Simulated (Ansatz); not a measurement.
CH5BF2Si: several calculations on one system

### Relaxation

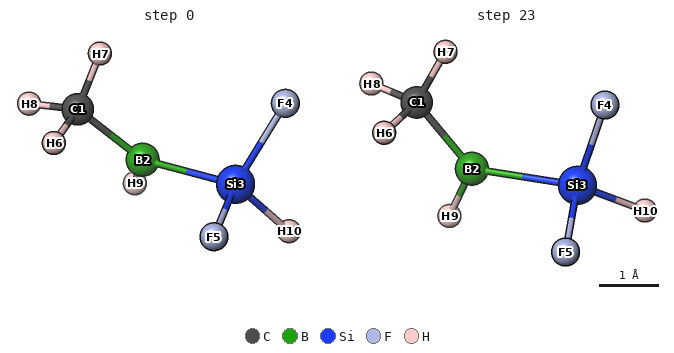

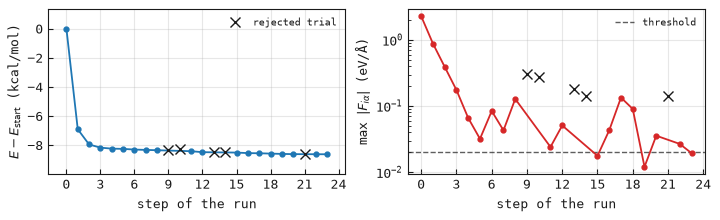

First and last geometry of a relaxation of CH5BF2Si, with the history of the run. The picture is a ball-and-stick view, seen from a free direction.

The run prepares an end point of a later path (hydrogen shift) calculation, from a guessed geometry.

Method: Ansatz, UKS revPBE-D4/def2-SVP.

The input:
```yaml
crystal:
  periodic: [false, false, false]
  atoms:
    - { symbol: C, position_ang: [-1.3133, -0.6414, 0.4135] }
    - { symbol: B, position_ang: [0.1277, -0.1695, 0.7207] }
    - { symbol: Si, position_ang: [1.2051, 0.6217, -0.679] }
    - { symbol: F, position_ang: [1.4674, -0.4578, -1.9469] }
    - { symbol: F, position_ang: [0.5184, 2.0323, -1.2377] }
    - { symbol: H, position_ang: [-1.9415, 0.3063, 0.0709] }
    - { symbol: H, position_ang: [-1.3375, -1.3575, -0.3997] }
    - { symbol: H, position_ang: [-1.7911, -1.0058, 1.3062] }
    - { symbol: H, position_ang: [0.5787, -0.3072, 1.8474] }
    - { symbol: H, position_ang: [2.5692, 0.9278, -0.0925] }
magnetization:
  spin_polarized: true
basis:
  gaussian: { orbitals: def2-SVP }
hamiltonian:
  xc: revpbe
  dispersion: d4
relax:
  f_tol: 0.02
  max_steps: 50
```

Run as
```bash
ansatz run input.yaml --threads 2 --pin off --max-ram 3072MiB --backend cpu --events-out ev --progress --plain --runs-dir out
```

Did the run converge, and what did it change?

It converged. H9 moves most after the best rigid fit: 0.78 Å. Largest moves by element: H 0.78 Å, F 0.45 Å, B 0.22 Å, C 0.15 Å, Si 0.11 Å. Among the contacts that change: B2–Si3 1.935 → 2.029 Å, C1–H6 1.187 → 1.124 Å, Si3–F4 1.686 → 1.647 Å, C1–H7 1.084 → 1.108 Å. Among the angles between lasting bonds that change: B2–Si3–H10 107.7° → 118.9°, B2–C1–H6 107.9° → 101.1°, B2–C1–H8 110.6° → 115.8°. Groups turn about B2–Si3 by about 40°, C1–B2 by about 30°. After 18 accepted moves (23 points after the start) the energy has fallen by 8.62 kcal/mol. Largest force component: 2.3 eV/Å at the start, 0.019 eV/Å at the end. The line search rejected the trial steps at points 9, 10, 13, 14, 21 of the run. The forces were under the threshold at step 15, but the run went on from there.

| step | E − E(0), kcal/mol | largest force component, eV/Å | note |
| --- | --- | --- | --- |
| 0 | 0.00 | 2.2784 |  |
| 1 | -6.90 | 0.8791 |  |
| 2 | -7.95 | 0.3911 |  |
| 3 | -8.16 | 0.1746 |  |
| 4 | -8.23 | 0.0659 |  |
| 5 | -8.25 | 0.0320 |  |
| 6 | -8.29 | 0.0841 |  |
| 7 | -8.32 | 0.0430 |  |
| 8 | -8.34 | 0.1281 |  |
| 9 | -8.34 | 0.3036 | rejected |
| 10 | -8.28 | 0.2784 | rejected |
| 11 | -8.41 | 0.0241 |  |
| 12 | -8.47 | 0.0509 |  |
| 13 | -8.47 | 0.1798 | rejected |
| 14 | -8.46 | 0.1417 | rejected |
| 15 | -8.50 | 0.0177 |  |
| 16 | -8.54 | 0.0431 |  |
| 17 | -8.55 | 0.1344 |  |
| 18 | -8.57 | 0.0905 |  |
| 19 | -8.59 | 0.0121 |  |
| 20 | -8.61 | 0.0357 |  |
| 21 | -8.58 | 0.1421 | rejected |
| 22 | -8.62 | 0.0268 |  |
| 23 | -8.62 | 0.0194 |  |

### Relaxation

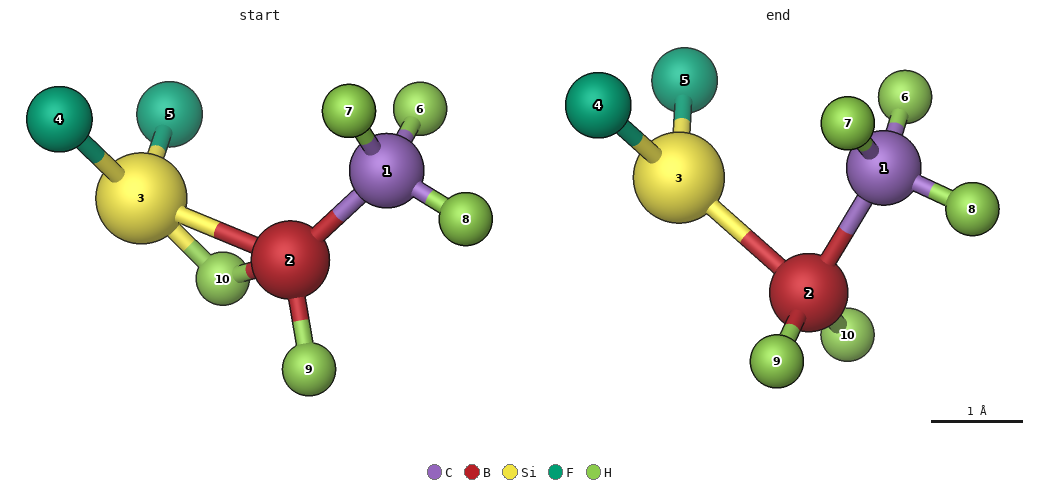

The structure of CH₅BF₂Si before (left) and after (right) a relaxation, at one scale.

A ball-and-stick model, seen from a free direction.

The run prepares an end point of a later path (hydrogen shift) calculation, from a guessed geometry.

All numbers below come from Ansatz, UKS revPBE-D4/def2-SVP.

Input file:
```yaml
crystal:
  periodic: [false, false, false]
  atoms:
    - { symbol: C, position_ang: [-1.3133, -0.6414, 0.4135] }
    - { symbol: B, position_ang: [0.1277, -0.1695, 0.7207] }
    - { symbol: Si, position_ang: [1.2051, 0.6217, -0.679] }
    - { symbol: F, position_ang: [1.4674, -0.4578, -1.9469] }
    - { symbol: F, position_ang: [0.5184, 2.0323, -1.2377] }
    - { symbol: H, position_ang: [-1.9415, 0.3063, 0.0709] }
    - { symbol: H, position_ang: [-1.3375, -1.3575, -0.3997] }
    - { symbol: H, position_ang: [-1.7911, -1.0058, 1.3062] }
    - { symbol: H, position_ang: [0.5787, -0.3072, 1.8474] }
    - { symbol: H, position_ang: [0.90894, 0.68401, 0.54725] }
magnetization:
  spin_polarized: true
basis:
  gaussian: { orbitals: def2-SVP }
hamiltonian:
  xc: revpbe
  dispersion: d4
relax:
  f_tol: 0.02
  max_steps: 50
output:
  orbitals: {}
```

Command:
```bash
ansatz run input.yaml --threads 2 --pin off --max-ram 3072MiB --backend cpu --events-out ev --progress --plain --runs-dir out
```

> Summarise the run.

The atom that moves furthest after the best rigid fit is H10 (1.37 Å). Largest moves by element: H 1.37 Å, F 0.46 Å, B 0.41 Å, Si 0.34 Å, C 0.32 Å. Among the contacts that change: Si3–H10 1.263 → 2.614 Å, C1–Si3 3.022 → 2.451 Å, C1–B2 1.547 → 1.689 Å, C1–H6 1.187 → 1.110 Å. Bonds break, among them: Si3–H10 (1.26 → 2.61 Å). Bond angles that change, for instance: Si3–B2–H10 39.0° → 108.6°, C1–B2–Si3 120.0° → 84.2°, H9–B2–H10 88.4° → 119.3°. After 17 accepted moves (18 points after the start) the energy has fallen by 109.8 kcal/mol. Largest force component: 9.7 eV/Å at the start, 0.0091 eV/Å at the end. The line search rejected the trial step at point 15 of the run. Cost: 59 s on 2 threads of Intel(R) Xeon(R) Platinum 8259CL CPU @ 2.50GHz (Skylake/Cascade Lake) (shared host), peak memory 0.24 GiB.

### Path

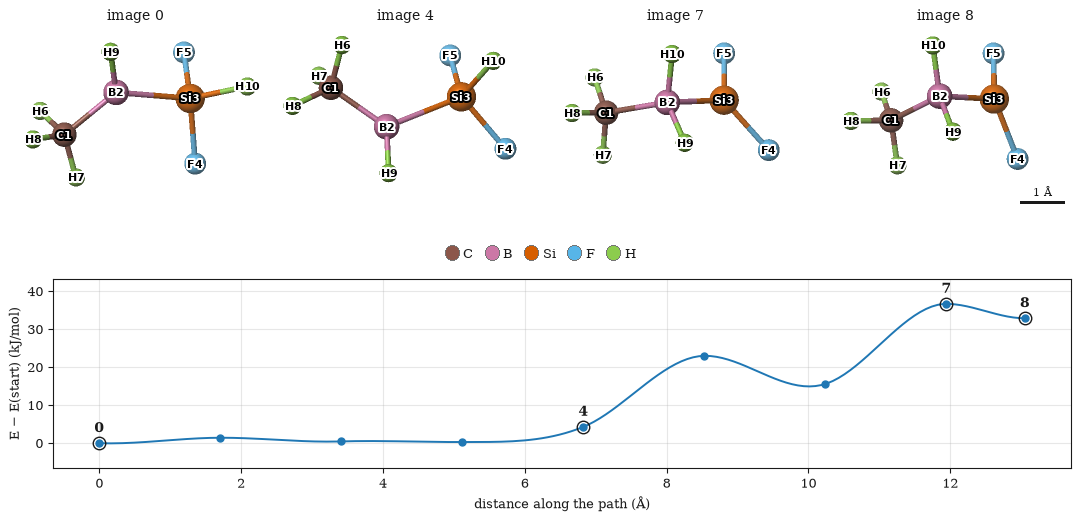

A nudged-elastic-band calculation for CH5BF2Si. Images are numbered from 0 (start) to 8 (end). Style: ball-and-stick. Shown from a free direction.

The calculation used UKS revPBE-D4/def2-SVP in Ansatz. Settings: 7 movable images; climbing image; force threshold 0.05 eV/Å; iteration limit 60; starting path through a guess of the saddle point.

### Describe the mechanism and the energy profile.

The path has more than one stage, and so few images may leave a stage unresolved. Breaking: Si3–H10 (1.50 → 2.55 at the top → 2.61 Å). Forming: B2–H10 (3.06 → 1.23 at the top → 1.22 Å). The energy climbs by 36.7 kJ/mol to image 7 and then falls by 3.8 kJ/mol, so the end point sits at +32.9 kJ/mol. The profile has 3 maxima (images 1, 5, 7) with a dip at image 6 (+15.6 kJ/mol), so the process runs in steps. The band converged in 19 iterations. The largest component of the band force went from 7.2 to 0.031 eV/Å. The climbing image converged on the top of the path. Its vibrational analysis gives one imaginary mode (74i cm⁻¹), as a transition state must have.
